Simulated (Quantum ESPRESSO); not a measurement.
# Energy and gap at +3 % biaxial strain: F-SiSi-F chair, 1 layer

How the rows were computed: Quantum ESPRESSO 7.5 driven by ASE, PBE, GBRV ultrasoft, ESM (bc1); atomic heights clamped; cell area 13.635 Å² at zero strain.

```tsv
strain (%)	energy (meV a cell)	gap on the mesh (eV)
−3	57.80	0.530
−1.5	13.34	0.618
0	0.00	0.688
+1.5	13.89	0.736
```

**Question.** What are energy and gap at +3 %, and how stiff is the sheet?

By hand: About zero, E'' = (13.34 + 13.89 − 2 × 0.00)/1.5² = 12.10 meV per %² and E' = (13.89 − 13.34)/3 = 0.18 meV per %. With E = A K ε², where K = (C11 + C22)/2 + C12 (C11 + C12 for a hexagonal sheet), K = 12.10 × 10/(2 × 13.635) × 16.02 = 71 N/m. The parabola gives E(+3 %) = 0.00 + 3 × (0.18) + 4.5 × 12.10 = 55.0 meV. Continuing the last slope, the gap is 2 × 0.736 − 0.688 = 0.784 eV.

**Check.** E = 51.2 meV and the gap 0.761 eV. The parabola misses by +3.8 meV, too high, since bonds soften under tension. The gap's line misses by +0.023 eV.

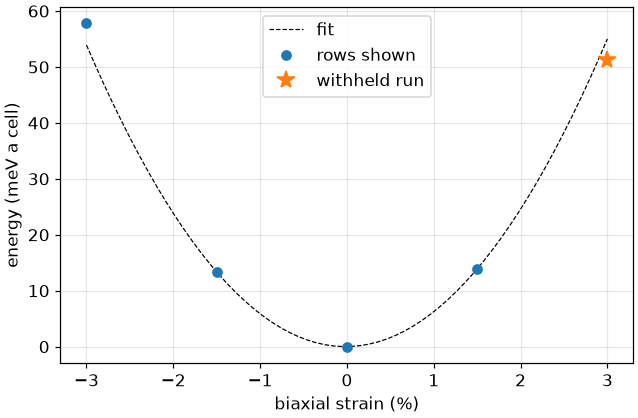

The rows shown, the fit and the withheld run.

**Limits.** Clamped heights stiffen sheets with several planes. Semilocal gap, no spin-orbit coupling.

[Logs are printed without paths, hosts, clocks, repeated set-up lines and the standing remarks that a program may print on its own settings, such as how far it seeks lower states.]
